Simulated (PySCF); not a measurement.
## A study: CH₅BBrP, SMILES `CB(P)Br`

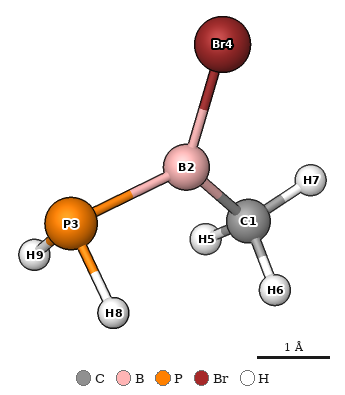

The molecule, with its atoms numbered as below. No frequency check shows the geometry to be a minimum.

Coordinates in Å:

```
C1      -0.7390   -1.9921   -0.0013
B2      -0.4911   -0.4372   -0.0011
P3      -1.9512    0.8479   -0.0011
Br4      1.2565    0.2345    0.0002
H5      -1.3293   -2.2991   -0.8632
H6      -1.3232   -2.2995    0.8719
H7       0.1777   -2.5806   -0.0044
H8      -2.6688    0.1953    1.0000
H9      -2.6757    0.1957   -0.9810
```

## 1. Bonding charge

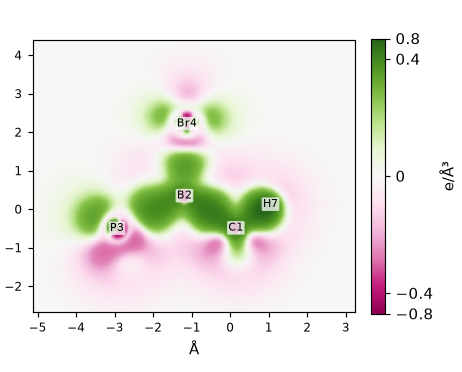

Deformation density (molecule less spherical, spin-averaged free atoms) in the plane of C1, B2, P3, Br4 and H7; colour scale in e/Å³, logarithmic beyond ±0.1; green: gain, pink: loss.

Computed with PySCF, CAM-B3LYP/def2-SVPD, geometry: GFN2-xTB.

How much density has each bond in this plane gained at its critical point, relative to the free atoms?

Answer. C1–H7: +0.67 e/Å³ at the bond critical point (bond length 1.09 Å). C1–B2: +0.48 e/Å³ at the bond critical point (bond length 1.57 Å). B2–P3: +0.36 e/Å³ at the bond critical point (bond length 1.95 Å). B2–Br4: +0.21 e/Å³ at the bond critical point (bond length 1.87 Å). In all, 2.0 electrons gather in the regions of gain relative to the promolecule.

Where do the Hirshfeld charges lie?

Answer. The highest Hirshfeld charge is on B2 (+0.14 e), the lowest on C1 (−0.20 e).

| atom | charge (e) |
| --- | --- |
| C1 | −0.20 |
| B2 | +0.14 |
| P3 | +0.01 |
| Br4 | −0.05 |
| H5 | +0.05 |
| H6 | +0.05 |
| H7 | +0.04 |
| H8 | −0.02 |
| H9 | −0.02 |

## 2. Local ionisation energy

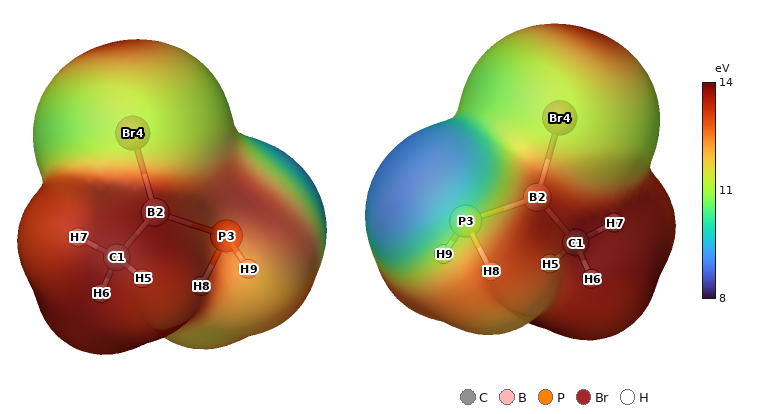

Average local ionisation energy on the surface of electron density 0.001 a.u. (back view left, front view right).

Where are the most loosely bound electrons on this surface?

Answer. The lowest value is 9.0 eV, 2.4 Å from P3. Further minima include 10.7 eV, 2.3 Å from Br4; 11.5 eV, 1.7 Å from H8; 13.1 eV, 1.4 Å from H7. For comparison, the highest occupied orbital lies at −8.6 eV.

## 3. Localised orbitals

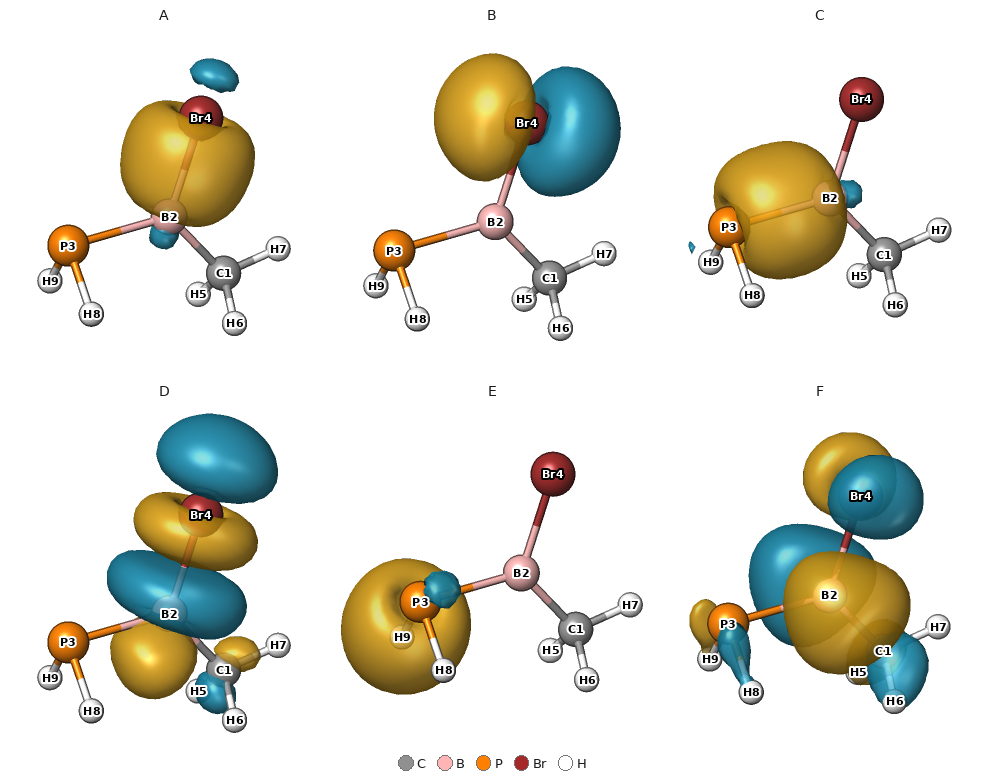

Intrinsic bond orbitals (IBO), occupied and valence-virtual; each surface holds about 85 % of the orbital's density. Energies are diagonal elements of the Fock matrix.

PySCF calculation, B3LYP/def2-SVP, gas phase; geometry: GFN2-xTB. This is a single-reference result, which may miss multireference character in this system.

Identify each orbital.

Answer. By panel:
- A: σ bond Br4–B2 (Br4 63 %, B2 37 %; −15.9 eV)
- B: lone pair on Br4 (p-type) (Br4 98 %; −8.4 eV)
- C: σ bond P3–B2 (P3 52 %, B2 48 %; −12.1 eV)
- D: σ* orbital B2–Br4 (B2 62 %, Br4 37 %; 4.9 eV)
- E: σ bond H9–P3 (H9 50 %, P3 48 %; −12.3 eV)
- F: π* orbital B2–Br4, mostly on B2 (B2 83 %, Br4 12 %; −0.6 eV)

The PySCF runs shown took 23 s and 13 s on 1 thread of Arm Neoverse V1 (shared host).
